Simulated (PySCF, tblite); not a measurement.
Dissociation curve of H₃Al, SMILES [AlH3]. The Al1–H4 bond (Al1 also carries H, H; H4 carries nothing else) is stretched with both fragments frozen at the PBE0/def2-TZVP optimised geometry.

```
4

Al     0.0000     0.0000     0.0000
H      0.0000     1.3735    -0.7930
H     -0.0012    -1.3736    -0.7929
H      0.0000     0.0000     1.5860
```

Methods: UKS-PBE = unrestricted PBE/6-31G run with PySCF; GFN2-xTB, 300 K electronic temperature (tblite); RHF/6-31G (PySCF); CASSCF(2,2)/6-31G (PySCF); UCCSD = CCSD on UHF/6-31G, 5 core orbitals frozen (PySCF).

Energies are in mEh, each relative to the lowest point of its own curve near equilibrium.

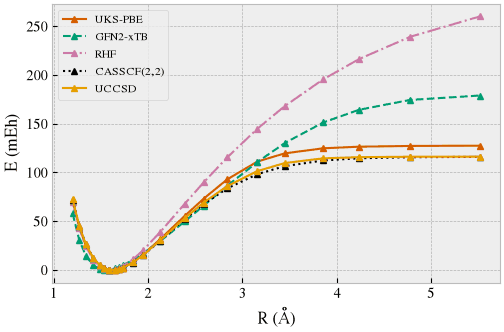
Figure. Energy against bond length for each method.

```json
[
 {"R / Å": "1.20", "UKS-PBE": "70.8", "GFN2-xTB": "58.0", "RHF": "70.0", "CASSCF(2,2)": "72.2", "UCCSD": "72.5"},
 {"R / Å": "1.27", "UKS-PBE": "44.0", "GFN2-xTB": "30.7", "RHF": "43.0", "CASSCF(2,2)": "45.1", "UCCSD": "45.3"},
 {"R / Å": "1.34", "UKS-PBE": "25.3", "GFN2-xTB": "14.4", "RHF": "24.1", "CASSCF(2,2)": "26.1", "UCCSD": "26.2"},
 {"R / Å": "1.42", "UKS-PBE": "11.4", "GFN2-xTB": "4.6", "RHF": "10.4", "CASSCF(2,2)": "12.0", "UCCSD": "12.0"},
 {"R / Å": "1.49", "UKS-PBE": "4.2", "GFN2-xTB": "0.8", "RHF": "3.5", "CASSCF(2,2)": "4.6", "UCCSD": "4.6"},
 {"R / Å": "1.53", "UKS-PBE": "1.8", "GFN2-xTB": "0.0", "RHF": "1.4", "CASSCF(2,2)": "2.1", "UCCSD": "2.1"},
 {"R / Å": "1.59", "UKS-PBE": "0.0", "GFN2-xTB": "0.2", "RHF": "0.0", "CASSCF(2,2)": "0.2", "UCCSD": "0.1"},
 {"R / Å": "1.65", "UKS-PBE": "0.0", "GFN2-xTB": "1.5", "RHF": "0.5", "CASSCF(2,2)": "0.0", "UCCSD": "0.0"},
 {"R / Å": "1.69", "UKS-PBE": "0.8", "GFN2-xTB": "2.9", "RHF": "1.7", "CASSCF(2,2)": "0.7", "UCCSD": "0.7"},
 {"R / Å": "1.73", "UKS-PBE": "2.1", "GFN2-xTB": "4.6", "RHF": "3.5", "CASSCF(2,2)": "1.9", "UCCSD": "2.0"},
 {"R / Å": "1.84", "UKS-PBE": "8.0", "GFN2-xTB": "10.3", "RHF": "10.8", "CASSCF(2,2)": "7.5", "UCCSD": "7.6"},
 {"R / Å": "1.95", "UKS-PBE": "16.0", "GFN2-xTB": "17.0", "RHF": "20.4", "CASSCF(2,2)": "15.2", "UCCSD": "15.4"},
 {"R / Å": "2.13", "UKS-PBE": "31.6", "GFN2-xTB": "29.6", "RHF": "39.0", "CASSCF(2,2)": "30.0", "UCCSD": "30.4"},
 {"R / Å": "2.39", "UKS-PBE": "55.5", "GFN2-xTB": "49.8", "RHF": "67.9", "CASSCF(2,2)": "52.1", "UCCSD": "53.1"},
 {"R / Å": "2.59", "UKS-PBE": "73.1", "GFN2-xTB": "66.0", "RHF": "89.8", "CASSCF(2,2)": "67.6", "UCCSD": "69.1"},
 {"R / Å": "2.84", "UKS-PBE": "92.9", "GFN2-xTB": "86.2", "RHF": "115.4", "CASSCF(2,2)": "83.6", "UCCSD": "85.9"},
 {"R / Å": "3.16", "UKS-PBE": "111.2", "GFN2-xTB": "110.7", "RHF": "144.9", "CASSCF(2,2)": "98.3", "UCCSD": "101.4"},
 {"R / Å": "3.45", "UKS-PBE": "119.6", "GFN2-xTB": "130.2", "RHF": "168.1", "CASSCF(2,2)": "106.4", "UCCSD": "109.6"},
 {"R / Å": "3.86", "UKS-PBE": "124.8", "GFN2-xTB": "151.4", "RHF": "195.7", "CASSCF(2,2)": "112.3", "UCCSD": "114.5"},
 {"R / Å": "4.24", "UKS-PBE": "126.4", "GFN2-xTB": "164.3", "RHF": "216.4", "CASSCF(2,2)": "114.5", "UCCSD": "115.7"},
 {"R / Å": "4.78", "UKS-PBE": "127.2", "GFN2-xTB": "174.4", "RHF": "239.2", "CASSCF(2,2)": "115.6", "UCCSD": "116.1"},
 {"R / Å": "5.52", "UKS-PBE": "127.5", "GFN2-xTB": "178.9", "RHF": "260.1", "CASSCF(2,2)": "116.0", "UCCSD": "116.2"}
]
```

At the longest distance, 5.52 Å, RHF lies highest above its minimum (260.1 mEh) and CASSCF(2,2) lowest (116.0 mEh).

The unrestricted determinant behind UKS-PBE is spin-contaminated at 3.16 to 5.52 Å (<S²> up to 1.0, against 0.00 for a pure singlet). The restricted form behind RHF keeps the bonding electrons paired and can't separate into open-shell fragments. The unrestricted determinant behind UCCSD is spin-contaminated at 2.39 to 5.52 Å (<S²> up to 1.0, against 0.00 for a pure singlet).
